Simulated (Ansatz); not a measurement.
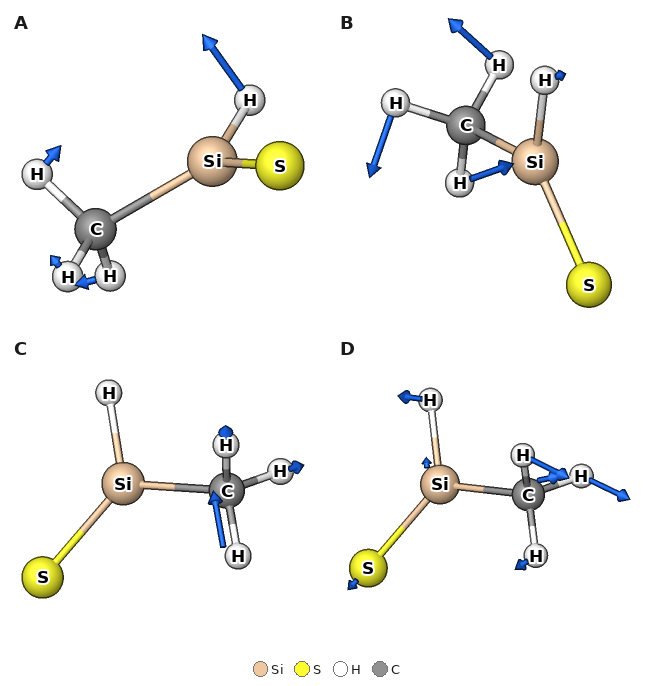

4 normal modes of one molecule or complex, as arrows. Harmonic vibrations computed with RKS PBE0-D4/def2-TZVP (Ansatz 0.2.0) at a stationary point of the same level.

Match the panels to the wavenumbers 96 cm⁻¹, 464 cm⁻¹, 621 cm⁻¹, 3166 cm⁻¹.

Answer. A: 464 cm⁻¹
B: 96 cm⁻¹, a torsion or out-of-plane motion in which bond lengths and bond angles hardly change
C: 3166 cm⁻¹, C–H stretching
D: 621 cm⁻¹
